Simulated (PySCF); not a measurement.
**CrH4, triplet: what the electrons do**

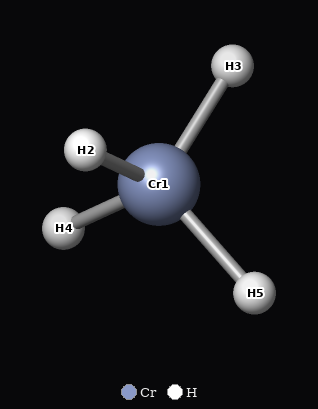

The molecule, with its atoms numbered as below. No frequency check shows the geometry to be a minimum.

Coordinates in Å:

```
Cr1      0.0000   -0.0001    0.0000
H2       0.7769    0.8971   -1.0011
H3      -0.7774    0.8970    1.0011
H4       1.0036   -0.8957    0.7751
H5      -1.0039   -0.8958   -0.7751
```

Part 1: Bonding charge

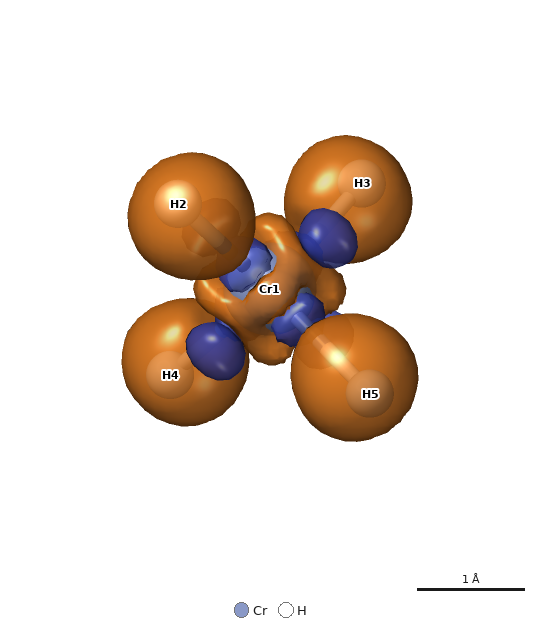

Deformation density (molecule less spherical, spin-averaged free atoms at the same positions), surfaces at ±0.1 e/Å³; orange: gain, blue: loss.

Level of theory: PBE0/def2-SVP (PySCF), at a geometry from GFN2-xTB. This is a single-reference result, which may miss multireference character in this system. The stability of the open-shell solution wasn't checked. GFN2-xTB doesn't know the spin state, so this open-shell geometry is rough.

> Describe the bonding that the map shows.

Cr1–H4, Cr1–H2, Cr1–H5 and Cr1–H3: +0.35 e/Å³ at the bond critical point (bond length 1.55 Å, Mayer order 0.9). In all, 1.3 electrons gather in the regions of gain relative to the promolecule.

Part 2: Bond critical points

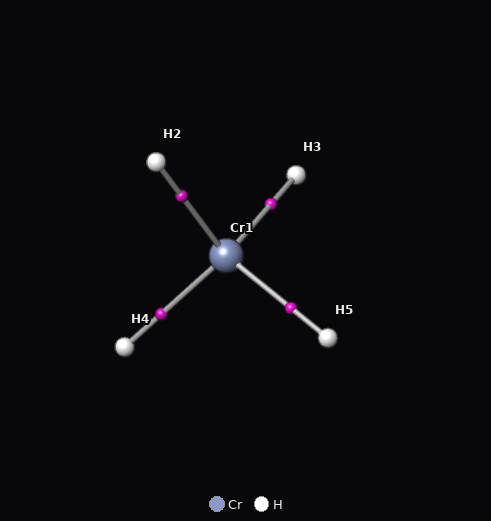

Molecular graph of the electron density (QTAIM): bond paths, bond critical points (magenta), ring points (cyan, if any); weak paths are dashed.

> How many critical points of each kind are there, and does the count close?

5 nuclei, 4 bond, 0 ring and 0 cage critical points: 5 − 4 + 0 − 0 = 1, as the Poincaré–Hopf relation requires.

> What does the calculation give at each kind of bond critical point?

| bond | length (Å) | ρ (a.u.) | ∇²ρ (a.u.) | ε | H (a.u.) |
| --- | --- | --- | --- | --- | --- |
| Cr1–H4 (4 alike) | 1.552 | 0.137 | −0.01 | 0.00 | −0.079 |

> What kind of interaction is Cr1–H4?

Shared-shell (covalent): ρ = 0.137, ∇²ρ = −0.01, H = −0.079 a.u.

Part 3: Local ionisation energy

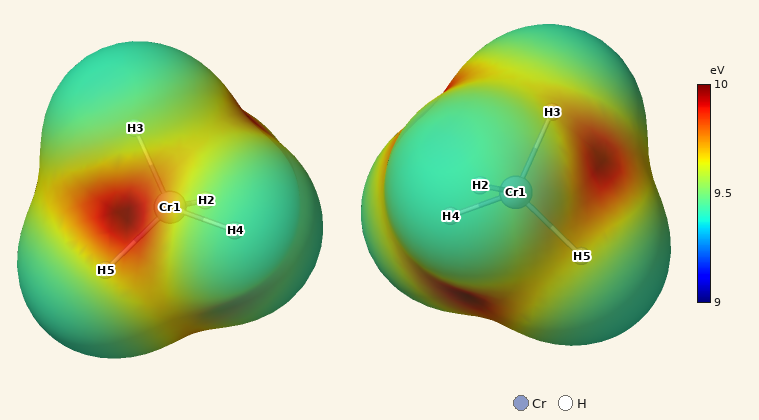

Average local ionisation energy on the surface of electron density 0.001 a.u. (back view left, front view right).

> Locate the minima of the map.

The lowest value is 9.4 eV, 1.5 Å from H3, and at like points elsewhere. For comparison, the highest occupied orbital lies at −9.0 eV.

> What volume does the surface enclose, and what is the dipole moment?

About 69 Å³; the dipole moment is 0.0 D.

Part 4: Spin density

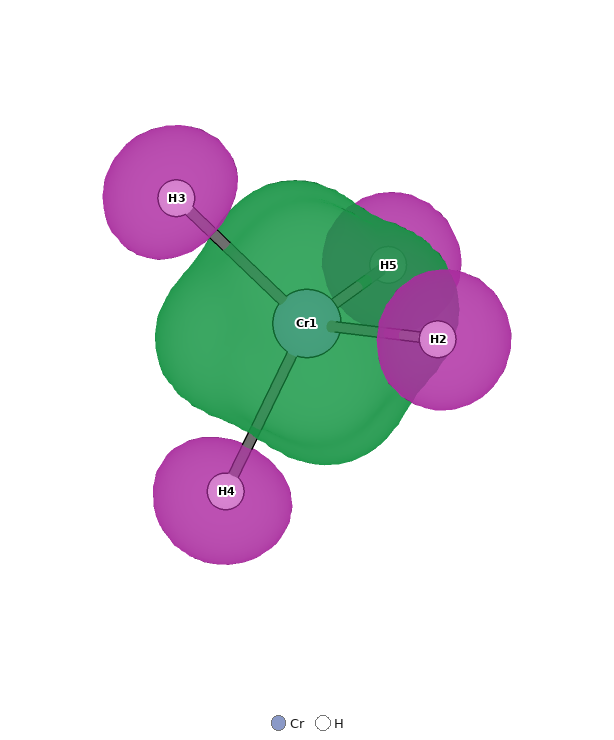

Spin density ρα − ρβ at ±0.05 e/Å³ (green: excess α, purple: excess β).

> Give the atomic spin populations that go with this picture.

Hirshfeld spin populations: Cr1 +2.40. Spin polarisation leaves negative spin on H2, H3, H4 and H5 (−0.10). ⟨S²⟩ = 2.23, against 2.00 for a pure state. The picture also shows regions of β spin from spin polarisation; the Hirshfeld sums, whose atoms overlap, net them against the α spin of neighbours.

Part 5: In an electric field

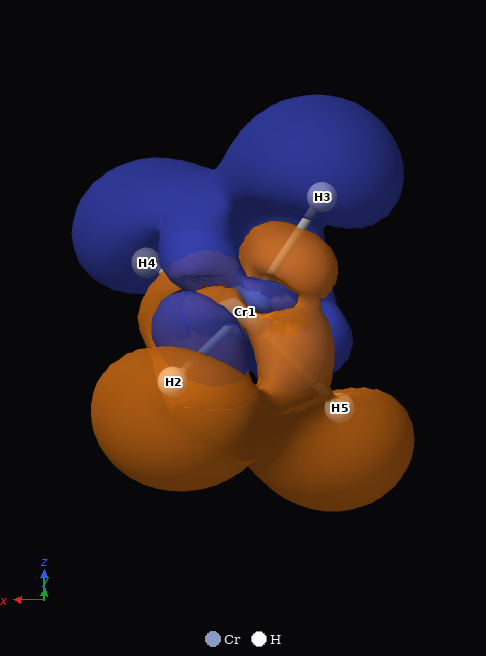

Change of the electron density in a uniform field of 0.51 V/Å, surfaces at ±0.004 e/Å³ (orange: gain, blue: loss).

PySCF calculation, B3LYP/def2-SVPD, gas phase; geometry: GFN2-xTB. This is a single-reference result, which may miss multireference character in this system. The stability of the open-shell solution wasn't checked. GFN2-xTB doesn't know the spin state, so this open-shell geometry is rough.

The field was applied in both directions; the picture shows the one opposite to the script's first.

> Along which Cartesian direction does the field point?

Along +z: electrons gather on the −z side, against the field.

> What dipole is induced, and what polarisability does it imply?

The induced dipole is 1.11 D (along the field); α along this axis, from the fields in both directions, is 44 bohr³ (6.5 Å³).

The PySCF runs shown took 5.2 s and 17 s on 1 thread of Arm Neoverse V1, with other jobs on the host.
